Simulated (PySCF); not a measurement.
**GaAlNH5O (SMILES [NH2][GaH][O][AlH2]) at HF/cc-pVDZ (density fitting)**

Wanted: a geometry optimisation of GaAlNH5O. The job is set up through a Python script.

Program for the calculation: PySCF 2.14.0.

3 further runs of the same task are left out: 1 that didn't finish, 2 set aside as unsound or not needed.

### 1 The molecule

GaAlNH5O has 9 atoms, charge 0, and is taken as a singlet. As SMILES, `[NH2][GaH][O][AlH2]`. Geometry: a GFN2-xTB relaxation, a rough one for these elements and not checked as a minimum. This is one conformer, not always the lowest. The run starts from this shape.

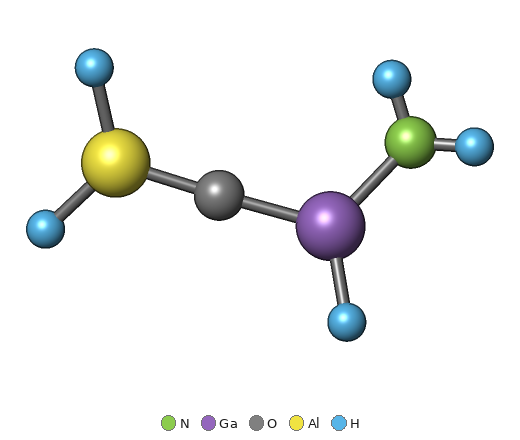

Viewed from a chosen angle; nitrogen green, gallium purple, oxygen grey, aluminium yellow, hydrogen blue.

### 2 A structure relaxation at HF/cc-pVDZ (density fitting)

The input, input.xyz:

```xyz
9

N     -1.257830     1.693600    -0.742260
Ga    -0.542590     0.055110    -1.100690
O      0.381970    -0.722840     0.201730
Al     1.257660    -1.401020     1.448300
H     -0.858250     2.227330     0.024350
H     -1.570950     2.334350    -1.461020
H     -0.709060    -0.786400    -2.368070
H      2.003910    -0.470970     2.416160
H      1.295140    -2.929150     1.581500
```

The input, run.py:

```python
from pyscf import gto, scf
from pyscf import df
from pyscf.geomopt.geometric_solver import kernel as optimise

mol = gto.M(
    atom='input.xyz',
    basis='cc-pvdz',
    verbose=3,
    max_memory=1860,
    spin=0,
)

calc0 = scf.RHF(mol)
calc0 = calc0.density_fit(auxbasis=df.aug_etb(mol, beta=2.0))
calc0.conv_tol = 1e-10
converged, mol_eq = optimise(calc0, maxsteps=60, convergence_set='GAU_TIGHT')
print('converged:', converged)
print(mol_eq.tostring())

calc0.reset(mol_eq)
mol = mol_eq
calc0.kernel()
if not calc0.converged:
    calc0 = calc0.newton().run(calc0.mo_coeff, calc0.mo_occ)
energy = calc0.e_tot
print('Final energy', energy)
```

Launch:

```bash
$ OMP_NUM_THREADS=1 python run.py
```

Standard output:

```text
convergence_set           GAU_TIGHT
maxiter                   60
----------------------------------------------------------
Custom engine selected.
Bonds will be generated from interatomic distances less than 1.20 times sum of covalent radii
27 internal coordinates being used (instead of 27 Cartesians)
Internal coordinate system (atoms numbered from 1):
Distance 1-2
Distance 1-5
Distance 1-6
Distance 2-3
Distance 2-7
Distance 3-4
Distance 4-8
Distance 4-9
Angle 2-1-5
Angle 2-1-6
Angle 5-1-6
Angle 1-2-7
Angle 3-2-7
Angle 3-4-9
Angle 8-4-9
LinearAngleX 2-3-4
LinearAngleY 2-3-4
Out-of-Plane 2-1-3-7
Out-of-Plane 4-3-8-9
Dihedral 5-1-2-3
Dihedral 5-1-2-7
Dihedral 6-1-2-3
Dihedral 6-1-2-7
Dihedral 1-2-4-8
Dihedral 1-2-4-9
Dihedral 7-2-4-8
Dihedral 7-2-4-9
Translation-X 1-9
Translation-Y 1-9
Translation-Z 1-9
Rotation-A 1-9
Rotation-B 1-9
Rotation-C 1-9
> ===== Optimization Info: ====
> Job type: Energy minimization
> Maximum number of optimization cycles: 60
> Initial / maximum trust radius (Angstrom): 0.100 / 0.300
> Convergence Criteria:
> Will converge when all 5 criteria are reached:
>  |Delta-E| < 1.00e-06
>  RMS-Grad  < 1.00e-05
>  Max-Grad  < 1.50e-05
>  RMS-Disp  < 4.00e-05
>  Max-Disp  < 6.00e-05
> === End Optimization Info ===

Geometry optimization cycle 1
Cartesian coordinates (Angstrom)
 Atom        New coordinates             dX        dY        dZ
   N  -1.257830   1.693600  -0.742260    0.000000  0.000000  0.000000
  Ga  -0.542590   0.055110  -1.100690    0.000000  0.000000  0.000000
   O   0.381970  -0.722840   0.201730    0.000000  0.000000  0.000000
[... 5 lines of this table left out ...]
   H   1.295140  -2.929150   1.581500    0.000000  0.000000 -0.000000

WARN: Mole.unit (angstrom) is changed to Bohr

converged SCF energy = -2297.44621055762
[... 20 lines left out ...]
converged SCF energy = -2297.4490735741
[... 41 lines left out ...]
converged SCF energy = -2297.44966483683
[... 41 lines left out ...]
converged SCF energy = -2297.44989766144
[... 41 lines left out ...]
converged SCF energy = -2297.45003951423
[... 41 lines left out ...]
converged SCF energy = -2297.45010561122
[... 41 lines left out ...]
converged SCF energy = -2297.45018368811
[... 41 lines left out ...]
converged SCF energy = -2297.45036822073
[... 41 lines left out ...]
converged SCF energy = -2297.45051878488
[... 41 lines left out ...]
converged SCF energy = -2297.45053539078
[... 41 lines left out ...]
converged SCF energy = -2297.45055489346
[... 41 lines left out ...]
converged SCF energy = -2297.45056422291
[... 41 lines left out ...]
converged SCF energy = -2297.45056474197
[... 41 lines left out ...]
converged SCF energy = -2297.45056513453
[... 41 lines left out ...]
converged SCF energy = -2297.45056554288
[... 41 lines left out ...]
converged SCF energy = -2297.4505656569
[... 41 lines left out ...]
converged SCF energy = -2297.45056566075
[... 41 lines left out ...]
converged SCF energy = -2297.45056566078
[... 3 lines left out ...]
1 Ga    -0.0000001029     0.0000001549    -0.0000000557
2 O     0.0000000210     0.0000000257    -0.0000001163
[... 5 lines of this table left out ...]
8 H     0.0000000381    -0.0000000646    -0.0000000705
----------------------------------------------
cycle 34: E = -2297.45056566  dE = 5.50244e-11  norm(grad) = 3.96731e-07
Step   33 : Displace = 5.065e-05/9.292e-05 (rms/max) Trust = 3.000e-01 (=) Grad = 1.322e-07/2.082e-07 (rms/max) E (change) = -2297.4505656608 (+5.502e-11) Quality = -2.166
Not rejecting step - energy change meets convergence criteria
Hessian Eigenvalues: 1.79504e-03 2.97783e-03 8.27410e-03 ... 3.88319e-01 4.54046e-01 4.70324e-01

Geometry optimization cycle 35
Cartesian coordinates (Angstrom)
 Atom        New coordinates             dX        dY        dZ
   N  -1.302355   1.654802  -0.768240   -0.000005 -0.000003  0.000001
  Ga  -0.349988   0.155505  -1.143184    0.000005  0.000003 -0.000001
   O   0.475350  -0.622401   0.220718   -0.000002 -0.000001  0.000001
[... 5 lines of this table left out ...]
   H   0.543313  -2.555686   2.287575   -0.000015  0.000033  0.000033
converged SCF energy = -2297.45056566082
--------------- DFRHF_Scanner gradients ---------------
         x                y                z
0 N     0.0000000196    -0.0000000876    -0.0000000205
1 Ga     0.0000000517     0.0000000107     0.0000000267
2 O     0.0000000077    -0.0000000025     0.0000000263
[... 5 lines of this table left out ...]
8 H    -0.0000000139     0.0000000585     0.0000000999
----------------------------------------------
cycle 35: E = -2297.45056566  dE = -3.7744e-11  norm(grad) = 2.46235e-07
Step   34 : Displace = 2.524e-05/4.493e-05 (rms/max) Trust = 2.532e-05 (-) Grad = 8.208e-08/1.325e-07 (rms/max) E (change) = -2297.4505656608 (-3.774e-11) Quality = 3.244
Hessian Eigenvalues: 1.79504e-03 2.97783e-03 8.27410e-03 ... 3.88319e-01 4.54046e-01 4.70324e-01
Converged! =D

converged: True
N          -1.30235493        1.65480193       -0.76823972
Ga         -0.34998844        0.15550476       -1.14318372
O           0.47534975       -0.62240131        0.22071800
[... 5 lines of this table left out ...]
H           0.54331281       -2.55568606        2.28757487
converged SCF energy = -2297.45056566082
Final energy -2297.450565660821
```

It took 2.5 min on 1 thread of Arm Neoverse V1, shared host; peak memory 0.29 GiB.

Steps, from the record of the run:

```tsv
step	energy from the first frame kept (eV)	largest force (eV/Å)
0	0.0000	0.8913
2	-0.0869	0.2129
4	-0.0985	0.0708
6	-0.1026	0.0709
8	-0.1053	0.0553
10	-0.1068	0.0589
12	-0.1103	0.1508
14	-0.1159	0.0975
16	-0.1175	0.0291
18	-0.1179	0.0317
20	-0.1184	0.0254
22	-0.1185	0.0038
24	-0.1185	0.0034
26	-0.1185	0.0027
28	-0.1185	0.0021
30	-0.1185	0.0004
32	-0.1185	0.0000
34	-0.1185	0.0000
```

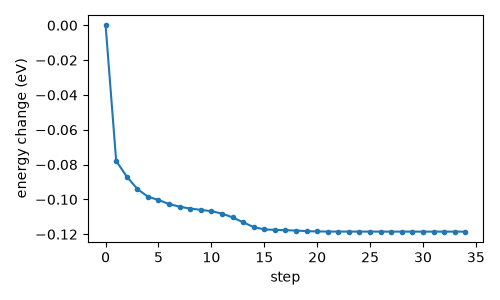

Energy along the run.

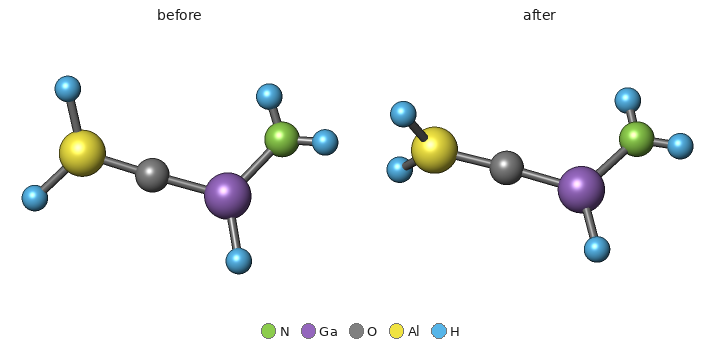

Before and after, at one scale.

After the run. Bond lengths: N1–Ga2 1.815 Å, Ga2–O3 1.774 Å, O3–Al4 1.694 Å, N1–H5 1.001 Å, N1–H6 1.001 Å, Ga2–H7 1.560 Å, Al4–H8 1.584 Å, Al4–H9 1.584 Å. Angles: N1–Ga2–O3 116.6°, Ga2–O3–Al4 177.3°, N1–Ga2–H7 122.9°, O3–Ga2–H7 120.5°, Ga2–N1–H5 124.4°, Ga2–N1–H6 124.4°, O3–Al4–H8 119.4°, O3–Al4–H9 119.4°, H5–N1–H6 111.2°, H8–Al4–H9 121.3°.

### 3 Summary of results

At HF/cc-pVDZ (density fitting):

| quantity | value |
| --- | --- |
| total energy at the end | -2297.45057 Eh |
| dipole moment | 1.48 D |
| HOMO energy | -10.58 eV |
| LUMO energy | 1.94 eV |
| HOMO–LUMO gap | 12.52 eV |

At the final geometry: Bond lengths: N1–Ga2 1.815 Å, Ga2–O3 1.774 Å, O3–Al4 1.694 Å, N1–H5 1.001 Å, N1–H6 1.001 Å, Ga2–H7 1.560 Å, Al4–H8 1.584 Å, Al4–H9 1.584 Å. Angles: N1–Ga2–O3 116.6°, Ga2–O3–Al4 177.3°, N1–Ga2–H7 122.9°, O3–Ga2–H7 120.5°, Ga2–N1–H5 124.4°, Ga2–N1–H6 124.4°, O3–Al4–H8 119.4°, O3–Al4–H9 119.4°, H5–N1–H6 111.2°, H8–Al4–H9 121.3°. The optimisation took 34 steps and changed the energy by -0.119 eV. Mulliken charges run from -1.00 on O3 to +0.94 on Ga2.
